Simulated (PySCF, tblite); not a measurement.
# C₅H₉B₂NS₂: geometry, infrared bands and NMR shifts

Wanted: the infrared bands and NMR shifts of C₅H₉B₂NS₂ (`C=CBCNB1SC=CS1`), by calculation.

Computed with tblite 0.8.0 and PySCF 2.14.0, with density-fitted response routines of our own, on a single molecule in the gas phase. Atoms count from 0, in the outputs and in this text.

## 1. Starting geometry

19 atoms, charge 0, multiplicity 1; geometry from: force field or distance geometry start.

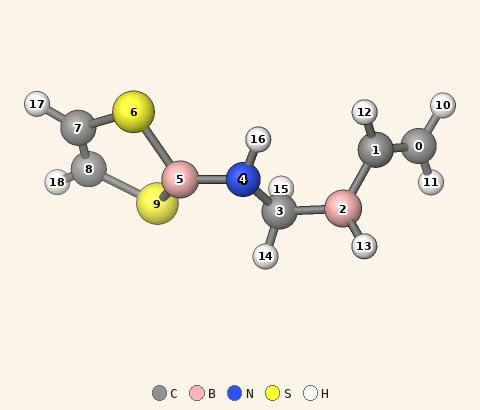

As it starts; carbon grey, boron pink, nitrogen blue, sulfur yellow, hydrogen white, atoms numbered.

## 2. Optimising the geometry with GFN2-xTB

Job settings and geometry (Å):

```
{"job": {"kind": "relax", "xc": "GFN2-xTB", "basis": "xTB"}, "charge": 0, "multiplicity": 1}
C     -3.837700    -0.294200     0.648900
C     -2.885900     0.582500     0.296100
B     -2.092400     0.248100    -1.000700
C     -0.596900    -0.213900    -0.869500
N      0.179600     0.903300    -0.436100
B      1.653400     0.564600    -0.274300
S      2.677100     1.280600     1.170400
C      4.017100     0.121600     1.210900
C      3.844000    -1.004700     0.570200
S      2.276100    -1.215800    -0.248400
H     -4.426200    -0.109600     1.559300
H     -4.070300    -1.174100     0.046000
H     -2.683300     1.446200     0.930600
H     -2.584800     0.552100    -2.038500
H     -0.233100    -0.676900    -1.801400
H     -0.605700    -0.993500    -0.052300
H     -0.210300     1.439800     0.349000
H      4.955500     0.336800     1.753400
H      4.614000    -1.783600     0.538500
```

Run with:

```
$ OMP_NUM_THREADS=1 python probes_run.py task.json out
```

This one command runs all jobs of the session in turn.

The log of the run:

```text
step      E/eV     max force
  0    -737.72996    4.223
  1    -738.15382    2.269
  2    -738.45666    2.644
  3    -738.74614    1.852
  4    -738.98206    0.776
  5    -739.03703    0.591
  6    -739.08265    0.562
  7    -739.10766    0.440
  8    -739.14008    0.387
  9    -739.16416    0.360
 10    -739.18175    0.375
 11    -739.19579    0.312
 12    -739.20558    0.204
 13    -739.21156    0.138
 14    -739.21499    0.137
 15    -739.21774    0.215
 16    -739.22078    0.170
 17    -739.22461    0.146
 18    -739.22860    0.148
 19    -739.23133    0.175
 20    -739.23626    0.190
 21    -739.24209    0.210
 22    -739.24876    0.177
 23    -739.25490    0.172
 24    -739.26148    0.160
 25    -739.26935    0.228
 26    -739.27753    0.191
 27    -739.28498    0.199
 28    -739.29197    0.179
 29    -739.29800    0.221
 30    -739.30368    0.211
 31    -739.30955    0.240
 32    -739.31557    0.268
 33    -739.32211    0.227
 34    -739.32699    0.235
 35    -739.33252    0.267
 36    -739.33772    0.166
 37    -739.34792    0.146
 38    -739.35231    0.203
 39    -739.35890    0.178
 40    -739.36463    0.165
 41    -739.37271    0.218
 42    -739.38117    0.223
 43    -739.38811    0.320
 44    -739.39586    0.236
 45    -739.40437    0.208
 46    -739.41641    0.202
 47    -739.42297    0.162
 48    -739.43008    0.149
 49    -739.43422    0.131
 50    -739.43854    0.141
 51    -739.44261    0.185
 52    -739.44551    0.126
 53    -739.44876    0.125
 54    -739.45148    0.111
 55    -739.45477    0.120
 56    -739.45922    0.166
 57    -739.46709    0.209
 58    -739.47569    0.218
 59    -739.48399    0.225
 60    -739.49155    0.194
 61    -739.49824    0.177
 62    -739.50466    0.187
 63    -739.50961    0.136
 64    -739.51261    0.119
 65    -739.51449    0.143
 66    -739.51635    0.144
 67    -739.51841    0.100
 68    -739.52105    0.116
 69    -739.52266    0.139
 70    -739.52582    0.173
 71    -739.52919    0.173
 72    -739.53220    0.115
 73    -739.53397    0.092
 74    -739.53522    0.091
 75    -739.53617    0.103
 76    -739.53692    0.085
 77    -739.53766    0.069
 78    -739.53821    0.044
 79    -739.53853    0.048
 80    -739.53888    0.035
 81    -739.53912    0.033
 82    -739.53927    0.030
 83    -739.53938    0.022
 84    -739.53946    0.019
 85    -739.53953    0.017
 86    -739.53959    0.017
 87    -739.53965    0.017
 88    -739.53971    0.016
 89    -739.53976    0.014
 90    -739.53982    0.016
 91    -739.53987    0.021
 92    -739.53993    0.024
 93    -739.54002    0.026
 94    -739.54015    0.028
 95    -739.54032    0.033
 96    -739.54049    0.032
 97    -739.54064    0.030
 98    -739.54079    0.029
 99    -739.54098    0.029
100    -739.54119    0.032
101    -739.54139    0.043
102    -739.54156    0.044
103    -739.54173    0.036
104    -739.54196    0.038
105    -739.54225    0.049
106    -739.54256    0.044
107    -739.54285    0.050
108    -739.54315    0.055
109    -739.54349    0.054
110    -739.54387    0.049
111    -739.54421    0.040
112    -739.54438    0.048
113    -739.54461    0.036
114    -739.54476    0.027
115    -739.54496    0.035
116    -739.54505    0.026
117    -739.54520    0.030
118    -739.54536    0.045
119    -739.54557    0.051
120    -739.54582    0.062
121    -739.54605    0.044
122    -739.54623    0.033
123    -739.54635    0.025
124    -739.54647    0.044
125    -739.54660    0.048
126    -739.54677    0.034
127    -739.54687    0.020
128    -739.54694    0.016
129    -739.54698    0.017
130    -739.54702    0.014
131    -739.54706    0.012
132    -739.54708    0.012
133    -739.54710    0.009
```

Run time: 2.2 s. Hardware: 1 thread of Arm Neoverse N1, shared host; peak memory 0.18 GiB.

The steps of the relaxation: (not every step is listed)

| step | energy from step 0 (eV) | largest force (eV/Å) |
| --- | --- | --- |
| 0 | 0.0000 | 4.2233 |
| 1 | -0.4239 | 2.2691 |
| 2 | -0.7267 | 2.6437 |
| 3 | -1.0162 | 1.8518 |
| 4 | -1.2521 | 0.7758 |
| 5 | -1.3071 | 0.5907 |
| 6 | -1.3527 | 0.5616 |
| 7 | -1.3777 | 0.4398 |
| 8 | -1.4101 | 0.3866 |
| 20 | -1.5063 | 0.1899 |
| 32 | -1.5856 | 0.2682 |
| 44 | -1.6659 | 0.2362 |
| 56 | -1.7293 | 0.1663 |
| 68 | -1.7911 | 0.1158 |
| 80 | -1.8089 | 0.0346 |
| 92 | -1.8100 | 0.0242 |
| 104 | -1.8120 | 0.0375 |
| 116 | -1.8151 | 0.0263 |
| 128 | -1.8170 | 0.0161 |
| 129 | -1.8170 | 0.0172 |
| 130 | -1.8171 | 0.0142 |
| 131 | -1.8171 | 0.0122 |
| 132 | -1.8171 | 0.0119 |
| 133 | -1.8171 | 0.0094 |

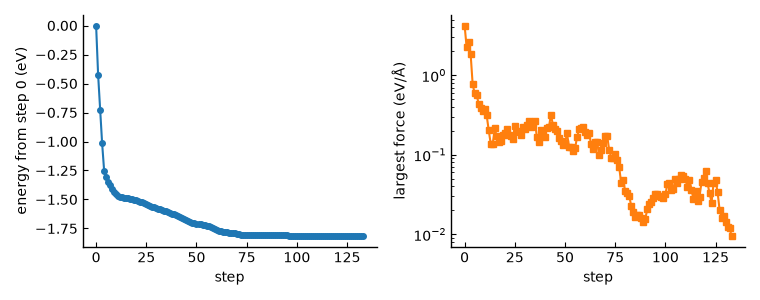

Energy and force, step by step.

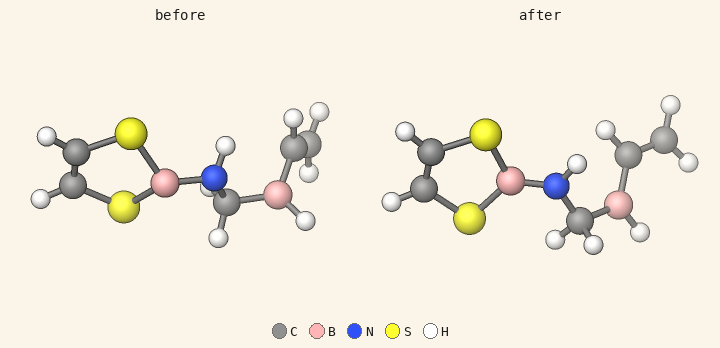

Before and after, at one scale.

Distances of close pairs at the start and the end, largest changes first:

| bond | before (Å) | after (Å) | change (Å) |
| --- | --- | --- | --- |
| N4–B5 | 1.521 | 1.382 | -0.139 |
| B5–S6 | 1.910 | 1.823 | -0.087 |
| B5–S9 | 1.886 | 1.822 | -0.064 |
| C8–S9 | 1.781 | 1.746 | -0.035 |
| C3–H15 | 1.129 | 1.096 | -0.034 |
| C3–N4 | 1.428 | 1.460 | +0.032 |
| C7–H17 | 1.105 | 1.075 | -0.030 |
| S6–C7 | 1.772 | 1.747 | -0.026 |

The end geometry stands in the next job.

## 3. Harmonic vibrations with GFN2-xTB

Job settings and geometry (Å):

```
{"job": {"kind": "ir", "xc": "GFN2-xTB", "basis": "xTB"}, "charge": 0, "multiplicity": 1}
C     -3.911994     0.195635     0.811596
C     -2.616375     0.174921     0.493101
B     -2.075667    -0.304412    -0.871573
C     -0.561679    -0.112717    -1.278343
N      0.278569     0.625034    -0.340071
B      1.529308     0.274082     0.131344
S      2.448774     1.286996     1.336390
C      3.823375     0.210763     1.387324
C      3.814452    -0.892002     0.639790
S      2.428617    -1.229610    -0.367991
H     -4.273504     0.543489     1.767839
H     -4.666683    -0.129351     0.113035
H     -1.921366     0.521356     1.252363
H     -2.788663    -0.812989    -1.647620
H     -0.506846     0.382444    -2.259850
H     -0.098289    -1.093015    -1.434905
H     -0.154859     1.478941    -0.022482
H      4.629444     0.500103     2.036953
H      4.613582    -1.610418     0.605182
```

The log of the run:

```text
mode    cm-1     km/mol
  1      16.3      0.04
  2      47.9      0.14
  3      68.5      0.53
  4      89.1      0.76
  5     115.8      3.34
  6     146.4      2.06
  7     199.9      0.44
  8     270.9      0.71
  9     345.1      5.37
 10     380.2      0.01
 11     383.5      2.75
 12     389.8     21.75
 13     455.3      1.09
 14     488.2      4.63
 15     568.2      6.80
 16     575.3      5.71
 17     590.2     31.43
 18     609.8     37.29
 19     712.1     15.96
 20     750.2      0.61
 21     788.3    123.76
 22     797.7      0.01
 23     803.5     31.70
 24     818.0     17.26
 25     850.7     30.72
 26     914.4      1.59
 27     939.2     15.48
 28    1040.5     11.77
 29    1073.6      4.58
 30    1080.6     16.21
 31    1092.7      1.29
 32    1148.6     76.42
 33    1156.6    176.55
 34    1201.5     31.28
 35    1259.0     13.59
 36    1308.8     10.58
 37    1312.9     61.43
 38    1411.0     26.83
 39    1434.6     27.25
 40    1453.3    383.00
 41    1578.7     40.26
 42    1638.7     74.64
 43    2647.4    121.20
 44    2859.3     48.24
 45    2943.7     13.76
 46    3018.3     43.06
 47    3076.1     29.15
 48    3105.3     40.23
 49    3116.4      0.55
 50    3127.7     11.34
 51    3450.2     12.86
```

Wall time 1.6 s (1 thread of Arm Neoverse N1, shared host); peak memory 0.18 GiB.

Which atoms move in the most intense modes:

| cm⁻¹ | km/mol | atoms |
| --- | --- | --- |
| 788 | 123.8 | B2 27 %, H13 20 %, B5 12 %, C3 10 % |
| 1149 | 76.4 | H15 41 %, H14 27 %, H16 17 % |
| 1157 | 176.6 | B2 55 %, H13 13 % |
| 1313 | 61.4 | H16 29 %, H15 23 %, H14 13 %, C3 13 % |
| 1453 | 383.0 | N4 47 %, B5 33 % |
| 1639 | 74.6 | C1 47 %, C0 43 % |
| 2647 | 121.2 | H13 92 % |
| 2859 | 48.2 | H14 90 % |

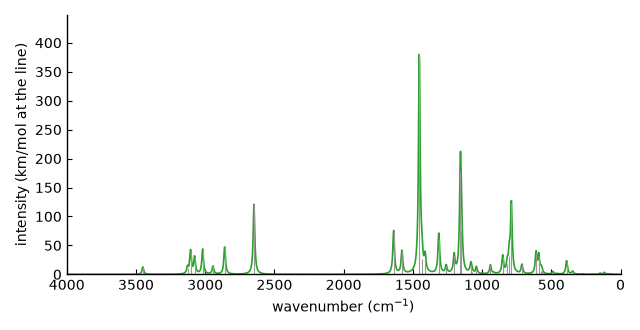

The infrared spectrum from these modes, unscaled. Lines are broadened to a width of 14 cm⁻¹ (Lorentzian).

## 4. Shielding tensors: PBE0/pcSseg-1

The job, as its differences from that of step 3:

```diff
@@ -1,2 +1,2 @@
-{"job": {"kind": "ir", "xc": "GFN2-xTB", "basis": "xTB"}, "charge": 0, "multiplicity": 1}
+{"job": {"kind": "nmr", "xc": "PBE0", "basis": "pcSseg-1"}, "charge": 0, "multiplicity": 1}
 C     -3.911994     0.195635     0.811596
```

Level: GIAO PBE0/pcSseg-1 NMR shielding, non-relativistic, gas phase.

The log of the run:

```text
coarse grid: 17496 points
cycle   1  E = -1096.0137096400  dE =  1.435e+00  |g| = 4.107e-01  |ddm| = 4.113e+00
cycle   2  E = -1096.0107209740  dE =  2.989e-03  |g| = 4.451e-01  |ddm| = 7.719e-01
cycle   3  E = -1096.0573171058  dE = -4.660e-02  |g| = 1.073e-01  |ddm| = 4.373e-01
cycle   4  E = -1096.0599229675  dE = -2.606e-03  |g| = 3.394e-02  |ddm| = 1.122e-01
cycle   5  E = -1096.0601897692  dE = -2.668e-04  |g| = 1.043e-02  |ddm| = 3.273e-02
cycle   6  E = -1096.0602174416  dE = -2.767e-05  |g| = 3.799e-03  |ddm| = 1.309e-02
cycle   7  E = -1096.0602207780  dE = -3.336e-06  |g| = 8.198e-04  |ddm| = 3.634e-03
final grid: 161288 points
cycle   8  E = -1096.1197118380  dE = -4.462e-05  |g| = 1.120e-02  |ddm| = 3.935e-02
cycle   9  E = -1096.1196906353  dE =  2.120e-05  |g| = 1.444e-02  |ddm| = 2.334e-02
cycle  10  E = -1096.1197432275  dE = -5.259e-05  |g| = 1.490e-03  |ddm| = 1.414e-02
cycle  11  E = -1096.1197437625  dE = -5.349e-07  |g| = 2.638e-04  |ddm| = 1.400e-03
cycle  12  E = -1096.1197437757  dE = -1.320e-08  |g| = 1.143e-04  |ddm| = 2.680e-04
cycle  13  E = -1096.1197437790  dE = -3.277e-09  |g| = 4.309e-05  |ddm| = 1.338e-04
cycle  14  E = -1096.1197437794  dE = -4.668e-10  |g| = 9.652e-06  |ddm| = 3.952e-05
converged SCF energy = -1096.1197437794

GIAO shielding tensors (ppm)
atom      isotropic    diamagn.    paramagn.     s11        s22        s33       span
  0 C       25.203     250.896    -225.694    -97.154     14.434    158.328    255.482
  1 C       39.632     259.100    -219.468    -87.614     20.291    186.220    273.834
  2 B       25.537     191.044    -165.507    -40.693      3.733    113.570    154.263
  3 C      133.304     248.147    -114.843    111.124    128.351    160.436     49.313
  4 N      171.602     323.852    -152.250     90.651    211.469    212.686    122.035
  5 B       59.177     193.561    -134.384     32.133     59.495     85.904     53.771
  6 S      441.710    1059.280    -617.570    328.360    480.786    515.983    187.623
  7 C       57.869     260.377    -202.508    -36.474     78.992    131.091    167.565
  8 C       58.967     260.286    -201.319    -35.072     80.783    131.190    166.262
  9 S      450.643    1059.409    -608.766    329.826    507.208    514.897    185.071
 10 H       24.498      28.470      -3.972     20.873     24.333     28.287      7.415
 11 H       24.774      28.074      -3.300     20.989     24.781     28.553      7.564
 12 H       24.160      35.362     -11.202     18.537     23.105     30.838     12.301
 13 H       24.744      30.405      -5.661     19.560     26.749     27.923      8.363
 14 H       27.714      28.929      -1.215     22.172     26.181     34.788     12.616
 15 H       28.174      31.363      -3.189     22.296     29.243     32.984     10.687
 16 H       27.947      35.156      -7.210     20.332     29.064     34.443     14.111
 17 H       25.506      28.544      -3.038     21.553     25.915     29.052      7.499
 18 H       25.516      28.881      -3.365     21.498     25.986     29.064      7.566
```

Run time: 2 min. Hardware: 1 thread of Arm Neoverse N1, shared host; peak memory 1 GiB.

The references, computed at this level on geometries of the same kind, shield at (ppm): 1H TMS 31.72, 13C TMS 186.9, 15N NH3 267.7, 11B BF3·OEt2 100.1, 33S CS2 504. Their shielding less the atom's gives the shift. The references are single molecules in the gas phase, so shifts against H2O, NH3, PH3, H3PO4 or CFCl3 are not on the usual liquid scales and can be off by tens of ppm. Atoms listed in one row are averaged.

| atoms | environment | σ (ppm) | δ (ppm) | δ scaled to CDCl3 |
| --- | --- | --- | --- | --- |
| C0 | terminal =CH2 carbon | 25.2 | 161.7 | 155.9 |
| C1 | alkene CH | 39.6 | 147.3 | 141.8 |
| C7, C8 | alkene CH | 58.4 | 128.5 | 119.1 |
| C3 | sp3 CH2 bonded to B and N | 133.3 | 53.6 | 50.4 |
| H12 | hydrogen on an alkene CH | 24.16 | 7.56 | 7.23 |
| H10 | hydrogen on a terminal =CH2 carbon | 24.50 | 7.22 | 6.91 |
| H13 | hydrogen on a boron bonded to 2 C | 24.74 | 6.97 | – |
| H11 | hydrogen on a terminal =CH2 carbon | 24.77 | 6.94 | 6.65 |
| H17, H18 | hydrogen on an alkene CH | 25.51 | 6.21 | 5.96 |
| H14, H15 | hydrogen on an sp3 CH2 bonded to B and N | 27.94 | 3.77 | 3.66 |
| H16 | hydrogen on a nitrogen bonded to C, B | 27.95 | 3.77 | – |
| B2 | boron bonded to 2 C, H | 25.5 | 74.5 | – |
| B5 | boron bonded to N, 2 S, in a 5-membered ring | 59.2 | 40.9 | – |
| N4 | nitrogen bonded to C, B, H | 171.6 | 96.1 | – |
| S6, S9 | sulfur bonded to C, B, in a 5-membered ring | 446 | 58 | – |

The scaled column applies a straight-line fit of computed shieldings to shifts measured in CDCl3, with any fitted terms for Cl, Br or S neighbours (root-mean-square error 0.16 ppm for H, 1.9 ppm for C).

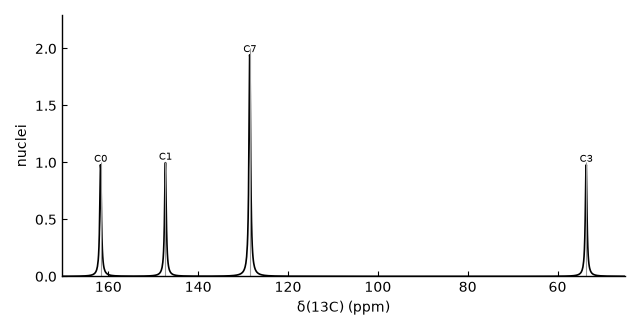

13C lines at the computed shifts, without couplings. Lines are broadened to a width of 0.43 ppm (Lorentzian).

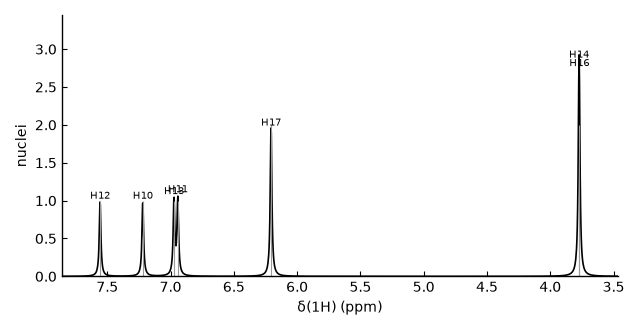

1H lines at the computed shifts, without couplings. Lines are broadened to a width of 0.02 ppm (Lorentzian).

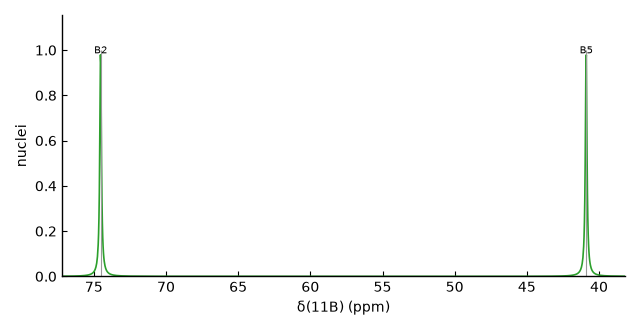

11B lines at the computed shifts, without couplings. Lines are broadened to a width of 0.13 ppm (Lorentzian).

Charges from the same density, by scheme (e):

| atoms | Mulliken | IAO | Hirshfeld | ESP fit |
| --- | --- | --- | --- | --- |
| C0 | -0.11 | -0.21 | -0.04 | -0.34 |
| C1 | -0.42 | -0.28 | -0.12 | -0.20 |
| B2 | 0.35 | 0.15 | 0.16 | 0.38 |
| C3 | -0.23 | -0.29 | -0.08 | -0.26 |
| N4 | -0.52 | -0.39 | -0.18 | -0.38 |
| B5 | 0.48 | -0.05 | 0.08 | 0.20 |
| S6, S9 | -0.14 | 0.12 | -0.03 | -0.14 |
| C7, C8 | -0.22 | -0.29 | -0.08 | -0.20 |

Mulliken charges:

C0 -0.11; C1 -0.42; B2 0.35; C3 -0.23; N4 -0.52; B5 0.48; S6 -0.14; C7 -0.21; C8 -0.22; S9 -0.14; H10 0.13; H11 0.13; H12 0.12; H13 0.01; H14 0.14; H15 0.15; H16 0.21; H17 0.14; H18 0.14

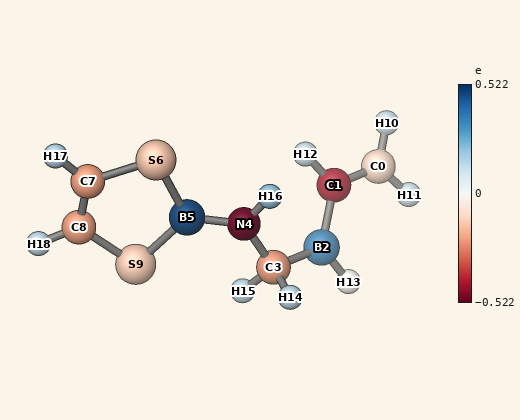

Mulliken charges, as colours on the atoms.

Mayer bond orders: C0–C1 1.91, C1–B2 1.03, B2–C3 1.01, C3–N4 0.93, N4–B5 1.29, B5–S6 1.01, S6–C7 1.11, C7–C8 1.78, C8–S9 1.11, S9–B5 1.02.

Ring of atoms B5, S6, C7, C8, S9: NICS(0) -7.8, NICS(1) -5.8, NICS(1)zz -8.7 ppm (means of both faces).

Orbitals, density, ELF and potential are computed afterwards from the orbital file.

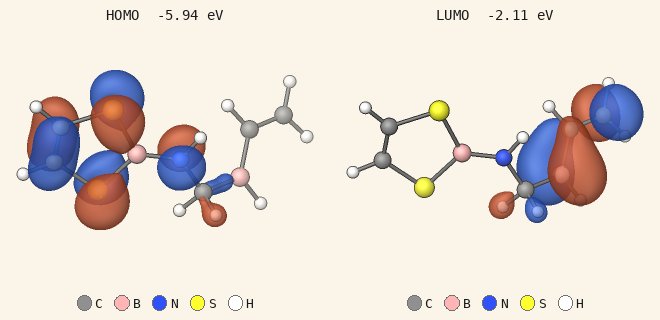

Frontier orbitals at PBE0/pcSseg-1; each surface holds 70 % of the orbital's density, blue and red mark the sign.

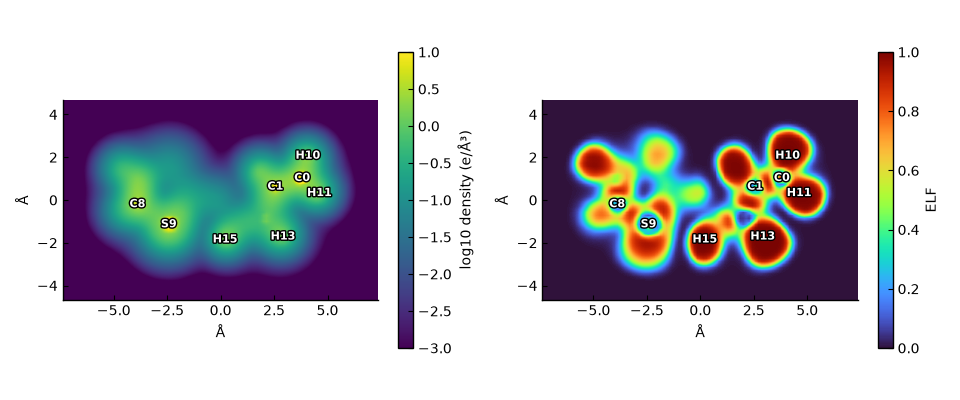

Density (left) and ELF (right) in a plane through or near 8 of the atoms.

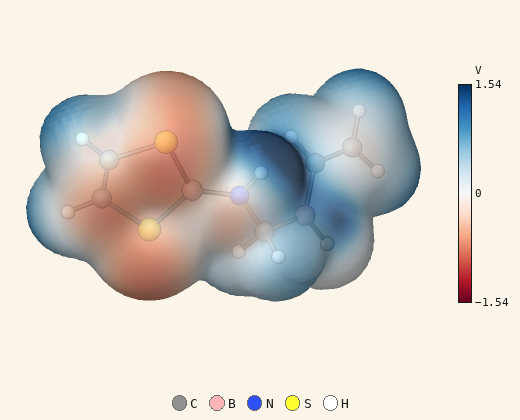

The potential that a unit positive charge feels on the 0.002 e/bohr³ surface, from -0.80 V near S6 to 1.54 V near H16.

## 5. What came out

| quantity | value |
| --- | --- |
| strongest single infrared mode (GFN2-xTB) | 1453 cm⁻¹, 383 km/mol |
| zero-point energy (GFN2-xTB) | 85.3 kcal/mol |
| 13C shifts against TMS (PBE0/pcSseg-1, means over atoms taken as alike) | 161.7, 147.3, 128.5, 53.6 ppm |
| 1H shifts against TMS (PBE0/pcSseg-1, means over atoms taken as alike) | 7.56, 7.22, 6.97, 6.94, 6.21, 3.77, 3.77 ppm |
| 11B shifts against BF3·OEt2 (PBE0/pcSseg-1) | 74.5, 40.9 ppm |
| 15N shifts against NH3 (PBE0/pcSseg-1) | 96.1 ppm |
| 33S shifts against CS2 (PBE0/pcSseg-1, means over atoms taken as alike) | 58 ppm |
| surface potential, least and greatest | -0.80 V and 1.54 V |

In words: Relaxing lowered the energy by 1.817 eV in 133 steps; the close pair that moved most is N4–B5, from 1.521 to 1.382 Å. All 51 modes are real, so the xTB geometry is a minimum. The strongest single mode, at 1453 cm⁻¹, moves mainly N4 and B5. GFN2-xTB is a fitted tight-binding method: band positions and strengths are rough. Its intensities can rank the bands wrongly. C0 (terminal =CH2 carbon) lies farthest downfield among carbon, at 161.7 ppm; the olefinic region. At PBE0/pcSseg-1: The widest tensor belongs to C1: span 274 ppm, with a paramagnetic part of -219 ppm. At PBE0/pcSseg-1, counted by nearest atom on the grid, the HOMO lies on S6, S9 about 21 % each; N4 17 %, the LUMO on B2 36 %; C0 24 %.
